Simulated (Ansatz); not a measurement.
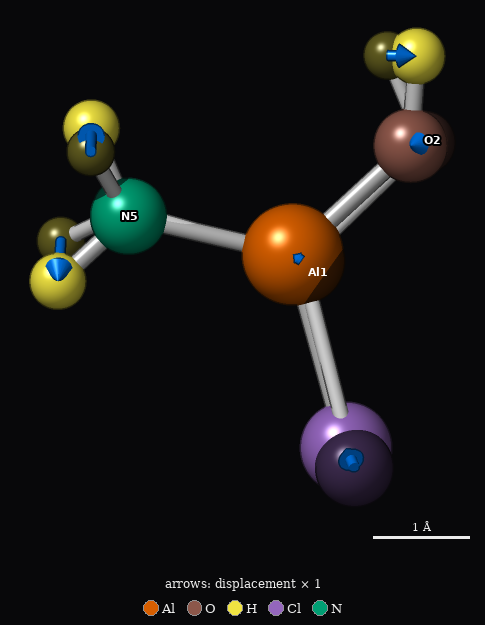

This is a relaxation of AlNH₃OCl. The starting structure is drawn faded, the final one solid; blue arrows show the displacements, at their true length. The two geometries are superimposed by the best rigid fit.

The picture is a ball-and-stick view, seen face on.

The run prepares the start of a later molecular dynamics calculation, from a guessed geometry.

Computed with RHF/def2-SVP in Ansatz 0.2.0. (no spin polarisation; force threshold 0.02 eV/Å; at most 40 steps)

**Describe the change and its energy.**

Over 10 geometry steps the energy falls by 27.0 kcal/mol. The largest force component goes from 2.8 to 0.0097 eV/Å. An H atom moves most after the best rigid fit: 0.82 Å. By element the largest moves are H 0.82 Å, Cl 0.39 Å, O 0.29 Å, Al 0.12 Å, N 0.07 Å. Some distances before and after: Al–N 1.920 → 1.756 Å, Al–Cl 2.230 → 2.100 Å, Al–O 1.780 → 1.675 Å, H–O 1.010 → 0.939 Å. Among the angles between lasting bonds that change: Al–O–H 109.5° → 136.7°, H–N–H 120.0° → 109.9°, Al–N–H 120.0° → 125.9°. Groups turn about Al–N by about 65°.

Limits of the set-up: Hartree-Fock leaves out electron correlation.
